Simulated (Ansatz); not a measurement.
# Sensitivity of the G0W0 gap of Te (P3_121)

Aim: change settings of a G0W0 run on Te (P3_121) and see what moves.

Main program and level: Ansatz 0.2.0; G0W0 on PBE, plane waves, PAW; PAW set soft_1.

### 1. The structure

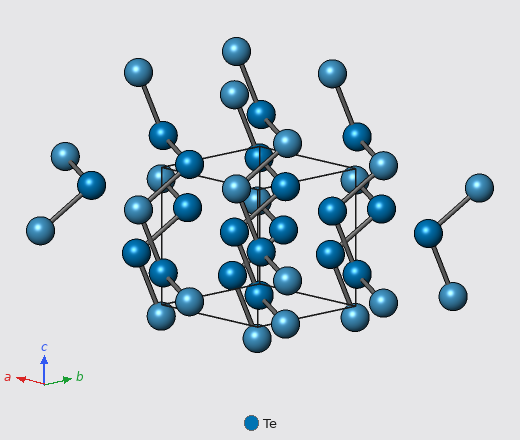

The cell as given, from a free direction (tellurium blue). 2×2×1 cells are drawn. Some periodic images of atoms are drawn too.

The cell and positions come from the Crystallography Open Database and are kept as given unless a step says otherwise. Spin-orbit coupling is left out unless a step names it.

### 2. The base run: 6×6×2 mesh, 304 empty bands, screening to 120 eV, PAW set soft_1 files

G0W0 replaces the xc potential by the self-energy, built once from these orbitals. Only a window of levels is corrected, while the sums run over the empty bands that the input names. This step takes PAW set soft_1 files.

Contents of input.yaml:

```yaml
crystal:
  lattice:
    - [4.4572, 0.0, 0.0]
    - [-2.2286, 3.8600484297, 0.0]
    - [0.0, 0.0, 5.929]
  atoms:
    - { symbol: Te, position: [0.2633, 0.0, 0.3333333333] }
    - { symbol: Te, position: [0.0, 0.2633, 0.6666666667] }
    - { symbol: Te, position: [0.7367, 0.7367, 0.0] }
kpoints:
  mp_grid: { grid: [6, 6, 2] }
hamiltonian:
  xc: pbe
  pseudopotentials: { kind: paw, azcp: { folder: soft_1 } }
scf:
  occupations: { method: fixed }
gw:
  n_empty_bands: 304
  ecut_chi: 120
  qp_bands: [v2, c2]
  qp_kpoints: band_edges
  screening: { model: contour_deformation }
```

The run is started by

```
$ ansatz run input.yaml --threads 3 --pin off --max-ram 92160MiB --backend cuda --events-out ev --progress --plain --runs-dir out --devices 1 --max-vram 13GiB
```

Numbers of over 12 decimals in the logs are rounded to 6 here.

What it wrote:

```text
GPUs: using 1 of 1 available (devices: 1).
Engine: ansatz 0.2.0, x86_64-unknown-linux-gnu
Pseudopotentials: kind: paw
Pseudopotential: Te, paw, valence charge 16, recommended cutoff 420 eV (normal), soft_1/Te.paw.azcp
Functional definition: PBE
  parameter kappa = 0.804
  parameter beta = 0.066725
  exchange = pbe_x(kappa = kappa, mu = beta*pi^2/3)
  correlation = pbe_c(beta = beta)
device memory: the entry about to start is reckoned to put 0.9 GiB on a device that reports 56.5 GiB free (of which the cap on the GPU budget leaves the run 13.0 GiB)
GPU FFT provider: cuFFT
GPU libraries: cuBLAS 13.8.2, cuFFT 12.4.0, cuSOLVER 12.3.4
Crystal: 3 atoms, lattice volume = 102.008 Å³
Basis set: ecut = 420 eV, 2017 PW (Γ)
Bands: 29, of which v1, the nominal top of the filled ones, is band 24 counted from 1 (23 counted from 0)
Symmetry: 6 space group operations
Space group: P3121 (ITA 152), of the structure as read, at distance tolerance 4.7e-5 Å
k-points: 14 of 72 (time reversal used)
Non-local potential: Te, projectors of the file, l = 0: 2, l = 1: 2, l = 2: 2, l = 3: 1
PAW form: soft (Blöchl's): semilocal exchange-correlation on the pseudo side does not see the compensation charge
PAW one-centre angular grid: Te, 590 points (default); XC on 64 Gauss nodes
Initial density: superposition of atomic densities (chi_scale 0.1, normalization cell)
Initial wavefunctions: pseudopotential atomic-orbital guess
GPU buffer pool allocated for 36000 grid points (all kernels)
GPU transforms: local potential and band sums: pruned to the plane-wave sphere, on 30×30×40
Functional: x = pbe(κ = 0.804, μ = 0.219515), c = pbe(β = 0.066725)
SCF iter   1: F=—  HF=-20940.143613 eV  |F-HF|=—  |Δ(HF+E_count)|=         —  Δρ=1.60e-2  dr2=1.90e-1  ethr=3.10e-3  ⟨swp⟩=4.8  Hψ=1564  notcnv=0  defer=39
preconditioner: auto → Resta (q_TF=auto, 2.406 Å⁻¹)  ε∞=4.2  [insulator: Δε(μ)=0.240 eV  Ē_g=8.675 eV  n_scr=22 (ndim 8)  ℏωp=15.6 eV  f_vac=0.011  ε∞_Penn≈4.2]
SCF iter   2: F=—  HF=-20940.129380 eV  |F-HF|=—  |Δ(HF+E_count)|=   1.42e-2  Δρ=9.35e-3  dr2=6.44e-2  ethr=3.97e-4  ⟨swp⟩=2.0  Hψ=548  notcnv=0  defer=40
SCF iter   3: F=—  HF=-20940.127262 eV  |F-HF|=—  |Δ(HF+E_count)|=   2.12e-3  Δρ=8.69e-4  dr2=6.81e-4  ethr=1.34e-4  ⟨swp⟩=3.0  Hψ=592  notcnv=0  defer=40
SCF iter   4: F=—  HF=-20940.127636 eV  |F-HF|=—  |Δ(HF+E_count)|=   3.75e-4  Δρ=3.03e-4  dr2=8.83e-5  ethr=1.42e-6  ⟨swp⟩=2.0  Hψ=758  notcnv=0  defer=40
SCF iter   5: F=—  HF=-20940.127724 eV  |F-HF|=—  |Δ(HF+E_count)|=   8.78e-5  Δρ=1.05e-4  dr2=1.57e-5  ethr=1.84e-7  ⟨swp⟩=3.1  Hψ=743  notcnv=0  defer=40
SCF iter   6: F=—  HF=-20940.127744 eV  |F-HF|=—  |Δ(HF+E_count)|=   2.01e-5  Δρ=2.72e-5  dr2=1.03e-6  ethr=3.27e-8  ⟨swp⟩=2.0  Hψ=518  notcnv=0  defer=40
[...]
E_xc         = -367.789842
  E_vxc        = -305.953845  (∫ρ·V_xc dr)
  E_paw        = -14007.836247  (= ΣΔE_a)
  E_vpaw       = -1177.702748  (= ΣTr[D̂ρ^β])
  E_aug_tail   = 0.000270  (compensation charges beyond the density's cutoff)
  E_ewald      = -4786.899832
  E_smearing   = -0.000000  (= −TS)
  E_closure    = 0.000000  (closes the sum)
  Σ components = -20940.127746   (vs F -20940.127746, Δ=0.00e0)
--- Band table (eV; the first three rows and the last of 14) ---
  k-point 0: bands = [... 20 lower, 5.9216, 7.0688, 7.0688, 7.9718, 9.7624, 9.7624, 10.3869, 13.7008, ... 1 higher]
  k-point 1: bands = [... 20 lower, 6.0572, 7.3832, 7.6656, 7.6656, 9.2638, 9.3237, 9.3237, 12.7720, ... 1 higher]
  k-point 2: bands = [... 20 lower, 5.6170, 7.4489, 7.8001, 7.9455, 9.5977, 9.6989, 10.2792, 13.1528, ... 1 higher]
  k-point 13: bands = [... 20 lower, 3.7402, 7.6745, 8.7092, 8.7092, 8.8931, 10.1689, 10.1689, 14.6193, ... 1 higher]
--- G₀W₀: contour deformation, 8 samples at zero and on the imaginary axis and 1 off it, 72 q-points, 304 empty bands' worth ---
  eigenvalues of the whole cell's RPA ε∞ on this k-mesh (on a slab, of 1 + 4πα/V) = 53.2769, 617.8101, 617.8101; static W/v taken at q = 0 is 0.004194
  bands read: the sum over 328 bands ends inside a degenerate multiplet in 2 slots, whose members it reads at an even weight; the widest, k=12: bands 328 to 329 (counted from 1) at 1/2 each
  gw.qp_kpoints: band_edges: 10 of 14 stored k-points solved, in 1 pass; an edge of the gap read off the rows below is read off those points alone
    valence top: of the k-points left out ik 5 came nearest to being solved in a further pass, in band 24 (counted from 1, as in the quasiparticle table): it holds the edge there only if its correction is more favourable than any solved in that band by at least 0.998 eV; those differ by 0.056 eV
    conduction bottom: of the k-points left out ik 5 came nearest to being solved in a further pass, in band 25 (counted from 1, as in the quasiparticle table): it holds the edge there only if its correction is more favourable than any solved in that band by at least 1.211 eV; those differ by 0.051 eV
    ik  band        ε_KS         Σx   Σc(E_QP)       V_xc       Z   E_QP_lin       E_QP  E_QP is
     0    23      7.0688   -15.1303     1.6595   -13.1491  0.6849     6.7315     6.7471  root
     0    24      7.9718   -15.1991     1.3146   -13.5481  0.7064     7.6179     7.6355  root
     0    25      9.7624   -10.8666    -3.4423   -14.2643  0.7093     9.7180     9.7177  root
     0    26      9.7624   -10.8666    -3.4423   -14.2643  0.7093     9.7180     9.7177  root
     1    23      7.6656   -15.1484     1.2381   -13.5759  0.7063     7.3142     7.3313  root
     1    24      7.6656   -15.1484     1.2381   -13.5759  0.7063     7.3142     7.3313  root
     1    25      9.2638   -10.4717    -3.0647   -13.4430  0.7222     9.1710     9.1703  root
     1    26      9.3237    -9.8845    -3.3362   -13.1513  0.7322     9.2547     9.2543  root
[...]
13    23      8.7092   -15.3178     0.4882   -14.5395  0.7229     8.4085     8.4191  root
    13    24      8.7092   -15.3178     0.4882   -14.5395  0.7229     8.4085     8.4191  root
    13    25      8.8931   -11.0141    -2.9471   -13.9070  0.7274     8.8391     8.8388  root
    13    26     10.1689   -10.3497    -3.5703   -13.8813  0.7114    10.1304    10.1302  root
[key lines of the parts left out:]
SCF converged after 7 iterations
Free energy (F): -20940.127746 eV
Fermi energy:    8.709170 eV
```

Elapsed: 26 s, on 1 × NVIDIA H100 80GB HBM3 (shared by 6 runs) with 3 threads of AMD EPYC 7R13 (Zen 3), shared host; peak memory 1.4 GiB.

In the SCF lines HF is the Harris–Foulkes energy and dr2 the Hartree energy of the density residual, in eV; the loop may stop once dr2 is under the threshold and the program's other checks hold. Hψ counts applications of the Hamiltonian.

Numbers from this step:

* bands summed: 328
* RPA ε∞ on this mesh (eigenvalues): 53.28, 617.8, 617.8
* plane waves in the screening matrix: 299
* q-points in the mesh: 72
* G0W0 gap on the mesh: 0.4197 eV
* k of the valence top: 0.3333, 0.3333, -0.5
* k of the conduction bottom: 0.3333, 0.3333, -0.5
* starting gap on the mesh: 0.1839 eV
* Z at the valence top: 0.7229
* Z at the conduction bottom: 0.7274
* least direct G0W0 gap on the computed points: 0.4197 eV

The gap on the mesh goes from 0.18 eV to 0.42 eV, a correction of +0.24 eV. Between the two edge states, bare exchange in place of the xc potential would open the gap by 3.67 eV, and correlation takes back 3.44 eV.

### 3. Variant: coarser q mesh

input.yaml, as its differences from that of step 2:

```diff
@@ -17,4 +17,4 @@
 gw:
-  n_empty_bands: 304
-  ecut_chi: 120
+  n_empty_bands: 231
+  ecut_chi: 100
   qp_bands: [v2, c2]
@@ -22 +22,2 @@
   screening: { model: contour_deformation }
+  q_mesh: [3, 3, 1]
```

What it wrote:

```text
GPUs: using 1 of 1 available (devices: 1).
[...]
GPU FFT provider: cuFFT
GPU libraries: cuBLAS 13.8.2, cuFFT 12.4.0, cuSOLVER 12.3.4
Crystal: 3 atoms, lattice volume = 102.008 Å³
Basis set: ecut = 420 eV, 2017 PW (Γ)
Bands: 29, of which v1, the nominal top of the filled ones, is band 24 counted from 1 (23 counted from 0)
[... 1 set-up line as in the run before ...]
[...]
k-points: 14 of 72 (time reversal used)
[...]
GPU buffer pool allocated for 36000 grid points (all kernels)
[...]
SCF iter   1: F=—  HF=-20940.143613 eV  |F-HF|=—  |Δ(HF+E_count)|=         —  Δρ=1.60e-2  dr2=1.90e-1  ethr=3.10e-3  ⟨swp⟩=4.8  Hψ=1564  notcnv=0  defer=39
[...]
SCF iter   7: F=-20940.127746 eV  HF=-20940.127746 eV  |F-HF|=4.80e-8  |Δ(HF+E_count)|=   1.99e-6  Δρ=4.53e-6  dr2=2.02e-8  ethr=2.08e-10  ⟨swp⟩=13.7  Hψ=2207  notcnv=0
SCF 1 converged in 7 iterations: F = -20940.127746 eV  dr2 = 2.02e-8
[...]
NSCF: frozen V_eff on 14 k-points, pencils in batches of 32, up to order 116
[...]
NSCF: frozen V_eff on 14 k-points
G₀W₀ screening: q 1/3
[... further progress lines ...]
SCF converged after 7 iterations
Free energy (F): -20940.127746 eV
[...]
Internal energy: -20940.127746 eV  (E = F + TS)
E sigma→0 (E₀):  -20940.127746 eV
Fermi energy:    8.709170 eV
[...]
--- Band table (eV; the first three rows and the last of 14) ---
  k-point 0: bands = [... 20 lower, 5.9216, 7.0688, 7.0688, 7.9718, 9.7624, 9.7624, 10.3869, 13.7008, ... 1 higher]
  k-point 1: bands = [... 20 lower, 6.0572, 7.3832, 7.6656, 7.6656, 9.2638, 9.3237, 9.3237, 12.7720, ... 1 higher]
  k-point 2: bands = [... 20 lower, 5.6170, 7.4489, 7.8001, 7.9455, 9.5977, 9.6989, 10.2792, 13.1528, ... 1 higher]
  k-point 13: bands = [... 20 lower, 3.7402, 7.6745, 8.7092, 8.7092, 8.8931, 10.1689, 10.1689, 14.6193, ... 1 higher]
[...]
`?` marks the rows in doubt; gw_qp.tsv's column doubts and the gw_qp event give each row's grounds
[...]
0    23      7.0688   -15.2930     1.9028   -13.1491  0.6711     6.8151     6.8277  root
     0    24      7.9718   -15.5142     1.7223   -13.5481  0.6895     7.7156     7.7280  root
     0    25      9.7624   -10.7003    -3.5855   -14.2643  0.6917     9.7409     9.7408  root
     0    26      9.7624   -10.7003    -3.5855   -14.2643  0.6917     9.7409     9.7408  root
     1    23      7.6656   -15.4534     1.6234   -13.5759  0.6867     7.3979     7.4115  root
     1    24      7.6656   -15.4534     1.6234   -13.5759  0.6867     7.3979     7.4115  root
     1    25      9.2638   -10.0528    -3.4374   -13.4430  0.6956     9.2169     9.2165  root
     1    26      9.3237    -9.6613    -3.5363   -13.1513  0.7087     9.2777     9.2773  root
[...]
11    23      7.4943   -15.1195     1.2496   -13.6775  0.6864     7.2973     7.3019  root ?
[...]
13    23      8.7092   -15.8334     1.0884   -14.5395  0.6971     8.4966     8.5037  root
    13    24      8.7092   -15.8334     1.0884   -14.5395  0.6971     8.4966     8.5037  root
    13    25      8.8931   -10.2510    -3.6354   -13.9070  0.6963     8.9136     8.9136  root
    13    26     10.1689   -10.0160    -3.8604   -13.8813  0.6918    10.1738    10.1738  root
```

It took 11 s on 1 × NVIDIA H100 80GB HBM3 (shared by 6 runs) with 3 threads; peak memory 1.2 GiB.

Against the base:

```csv
setting,base,variant
empty bands,304,231
screening cutoff (eV),120,100
q mesh,-,"[3, 3, 1]"
```

```csv
quantity,variant,base
starting gap on the mesh,0.184,0.184
G0W0 gap on the mesh,0.410,0.420
least direct G0W0 gap on the computed points,0.410,0.420
Z at the valence top,0.697,0.723
Z at the conduction bottom,0.696,0.727
```

### 4. Variant: other PAW set

This step: G0W0 on PBE, plane waves, PAW.

input.yaml, as its differences from that of step 3:

```diff
@@ -13,3 +13,3 @@
   xc: pbe
-  pseudopotentials: { kind: paw, azcp: { folder: soft_1 } }
+  pseudopotentials: { kind: paw, source: jth }
 scf:
@@ -22,2 +22 @@
   screening: { model: contour_deformation }
-  q_mesh: [3, 3, 1]
```

What it wrote:

```text
Warning: <dir> the checks of this Te dataset prove no rule for summing its radial tables, as where they were carried onto another mesh than they were made on, and Gregory's rule is taken, under which a leading mesh point left out moves its sums only by what lay on the interval it spanned. That does not make them correct, and they differ from Quantum ESPRESSO's on this file; a re-export a fraction of a mesh step off can move them. hamiltonian.pseudopotentials.radial_quadrature: simpson_from_first_knot sums it by `pw.x`'s rule; on a PAW file no value gives `pw.x`'s numbers. What more to know: hamiltonian.pseudopotentials.radial_quadrature, in the input reference
GPUs: using 1 of 1 available (devices: 1).
[...]
GPU FFT provider: cuFFT
GPU libraries: cuBLAS 13.8.2, cuFFT 12.4.0, cuSOLVER 12.3.4
Crystal: 3 atoms, lattice volume = 102.008 Å³
Basis set: ecut = 540 eV, 2909 PW (Γ)
Bands: 13, of which v1, the nominal top of the filled ones, is band 9 counted from 1 (8 counted from 0)
[... 1 set-up line as in the run before ...]
[...]
k-points: 14 of 72 (time reversal used)
[...]
GPU buffer pool allocated for 58320 grid points (all kernels)
[...]
SCF iter   1: F=—  HF=-14800.313005 eV  |F-HF|=—  |Δ(HF+E_count)|=         —  Δρ=1.69e-2  dr2=2.21e-1  ethr=3.10e-3  ⟨swp⟩=5.2  Hψ=1078  notcnv=0  defer=16
[...]
SCF iter   7: F=-14800.280208 eV  HF=-14800.280208 eV  |F-HF|=5.85e-9  |Δ(HF+E_count)|=   1.29e-7  Δρ=1.55e-6  dr2=2.77e-9  ethr=5.56e-10  ⟨swp⟩=11.7  Hψ=1772  notcnv=0
SCF 1 converged in 7 iterations: F = -14800.280208 eV  dr2 = 2.77e-9
[...]
G₀W₀ screening: q 1/14
[... further progress lines ...]
SCF converged after 7 iterations
Free energy (F): -14800.280208 eV
[...]
Internal energy: -14800.280208 eV  (E = F + TS)
E sigma→0 (E₀):  -14800.280208 eV
Fermi energy:    5.997598 eV
[...]
--- Band table (eV; the first three rows and the last of 14) ---
  k-point 0: bands = [... 5 lower, 3.2015, 4.3493, 4.3493, 5.2741, 7.0726, 7.0726, 7.7137, 11.0961]
  k-point 1: bands = [... 5 lower, 3.3539, 4.6870, 4.9617, 4.9617, 6.5345, 6.6038, 6.6038, 10.1033]
  k-point 2: bands = [... 5 lower, 2.9057, 4.7297, 5.0907, 5.2391, 6.8896, 6.9960, 7.5811, 10.5320]
  k-point 13: bands = [... 5 lower, 1.0258, 4.9440, 5.9976, 5.9976, 6.1740, 7.4515, 7.4515, 12.0430]
[...]
0     8      4.3493   -15.0160     1.7834   -13.0236  0.6826     4.1353     4.1402  root
     0     9      5.2741   -15.1411     1.4277   -13.4935  0.7053     5.0485     5.0542  root
     0    10      7.0726   -10.8473    -3.2395   -14.1926  0.7066     7.1794     7.1784  root
     0    11      7.0726   -10.8473    -3.2395   -14.1926  0.7066     7.1794     7.1784  root
     1     8      4.9617   -15.0918     1.3705   -13.5094  0.7050     4.7449     4.7499  root
     1     9      4.9617   -15.0918     1.3705   -13.5094  0.7050     4.7449     4.7499  root
     1    10      6.5345   -10.2432    -2.8771   -13.1574  0.7210     6.5716     6.5715  root
     1    11      6.6038    -9.7319    -3.1305   -12.9355  0.7308     6.6772     6.6769  root
[...]
13     8      5.9976   -15.2548     0.6560   -14.4545  0.7217     5.8512     5.8533  root
    13     9      5.9976   -15.2548     0.6560   -14.4545  0.7217     5.8512     5.8533  root
    13    10      6.1740   -10.9582    -2.7189   -13.7830  0.7256     6.2808     6.2800  root
    13    11      7.4515   -10.1331    -3.3717   -13.6029  0.7103     7.5504     7.5497  root
```

Wall time 15 s (1 × NVIDIA H100 80GB HBM3 (shared by 6 runs) with 3 threads); peak memory 1.3 GiB; 22 s of CPU time.

The G0W0 gap on the mesh is 0.427 eV.

Against the base:

```csv
setting,base,variant
files,PAW set soft_1,JTH PAW
empty bands,304,231
screening cutoff (eV),120,100
```

```csv
quantity,variant,base
starting gap on the mesh,0.176,0.184
G0W0 gap on the mesh,0.427,0.420
least direct G0W0 gap on the computed points,0.427,0.420
Z at the valence top,0.722,0.723
Z at the conduction bottom,0.726,0.727
```

### 5. What came out

| Item | Value |
| --- | --- |
| base | 0.42 eV, 26 s |
| coarser q mesh | 0.41 eV, 11 s |
| other PAW set | 0.43 eV, 15 s |

**Reading.** Coarser q mesh: the gap moves by −0.01 eV and the time by a factor of 0.40; such settings are too crude to quote. The variant differs from the base in empty bands, screening cutoff and q mesh together, so the change can't be laid to one of them. Other PAW set: the gap moves by +0.01 eV (the plane-wave cutoff goes from 420 to 540 eV). The variant differs from the base in files, empty bands and screening cutoff together, so the change can't be laid to one of them. All runs here use a coarse mesh and modest cutoffs; they test settings and are not final values. The 6×6×2 mesh is coarse for this cell (its supercell is 12 Å along the shortest edge). The RPA ε∞ on it, from the PBE start, is 53.28 and 617.81; such meshes misread the long-range screening, most where the gap is narrow. With atoms this heavy and so narrow a gap, spin-orbit coupling can invert the bands. These scalar-relativistic gaps are then model values, not to be set against experiment, and a spin-orbit change taken from DFT can't simply be added. On this mesh the RPA ε∞ passes 90, more than nearly any semiconductor shows; a coarse mesh does this where one point with a narrow direct gap carries much weight. The screening is then too strong, and the G0W0 gap should not be taken as the material's.

[Paths, hosts, dates, memory and timing lines, banners, echoed tables and standing remarks are left out of the program output.]

[Logs are printed without paths, hosts, clocks, repeated set-up lines and the standing remarks that a program may print on its own settings, such as how far it seeks lower states.]

[Runs of the session that timed out or met a known fault of the program may be left out.]

[Cells called generated may have been cut or substituted from an entry of the Crystallography Open Database or the Materials Project.]

[Hosts, paths, dates, database ids (printed as entryN), source tags and the programs' standing remarks are cut or masked in the printed files.]
